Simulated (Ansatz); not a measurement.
## Electronic structure of Cl3F3Mo···H (doublet) in real space

```xyz
8

Mo   -0.0361    0.0000   -0.1691
Cl    0.0616    0.0000    2.1356
F     1.8255    0.0000   -0.1992
F    -0.0003    1.8528   -0.1698
Cl   -2.3313    0.0000   -0.1318
F    -0.0003   -1.8528   -0.1698
Cl   -0.0150    0.0000   -2.4757
H    -0.0442    0.0000    5.6598
```

Core potentials replace the inner electrons of Mo.

Theory: UKS PBE/def2-SVP in Ansatz 0.2.0.

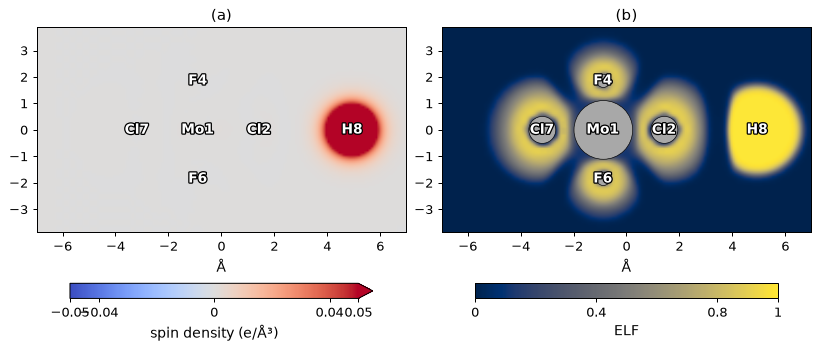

Figure 1. (a) spin density (α minus β); (b) ELF on the plane of atoms F4, Mo1 and Cl7. Grey discs cover the atomic cores in the ELF map.

Interpret the plot.

Answer. Atoms in the plane: Mo, Cl, F and H.
Cl2···H8 (3.53 Å): the ELF dips to about 0 between them; a non-bonded, intermolecular contact.
Mo–F (1.85 Å): the ELF peaks at about 0.85 in the valence shell of F, 0.5 Å from its nucleus, and drops to about 0.20 between the two atoms.
Mo–Cl (2.31 Å): the ELF peaks at about 0.85 in the valence shell of Cl, 0.8 Å from its nucleus, and is about 0.35 at the midpoint.
The unpaired spin (1 electron) lies mostly on H8 (about 1.0), in electrons by Hirshfeld's partition.

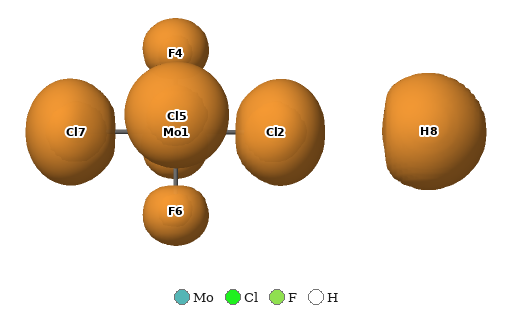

Figure 2. Isosurface of the ELF at 0.75 (orange), seen from one side. Core shells and regions of very low density are left out.

Where are the electrons localised?

Answer. At this value the surface marks out one region around a hydrogen nucleus, three regions wrapped around Cl (the valence shell of each) and three regions wrapped around F (the valence shell of each).

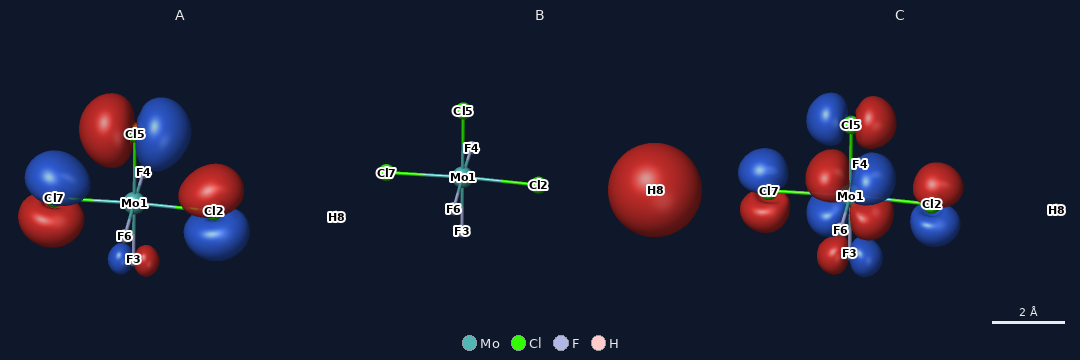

Figure 3. Three frontier orbitals at ±0.1 Å⁻³ᐟ² (blue and red are the two phases), in no order.

Which picture is the HOMO−1, the HOMO and the LUMO? All are α orbitals.

Answer. A is the HOMO−1 (α) (−8.28 eV). Its weight (Hirshfeld) is mainly on Cl5 (about 45 %), Cl7 (about 25 %) and Cl2 (about 25 %); largely a combination of lone pairs on Cl5, Cl7 and Cl2. B is the HOMO (α) (−7.54 eV). Its weight (Hirshfeld) is mainly on H8 (about 100 %). C is the LUMO (α) (−6.45 eV). By Hirshfeld shares it lies mainly on Mo1 (about 55 %), Cl5 (about 10 %), Cl7 (about 10 %), Cl2 (about 10 %) and F3 (about 10 %).

What is the gap between the highest occupied and lowest empty α orbitals?

Answer. 1.09 eV between the orbital energies.
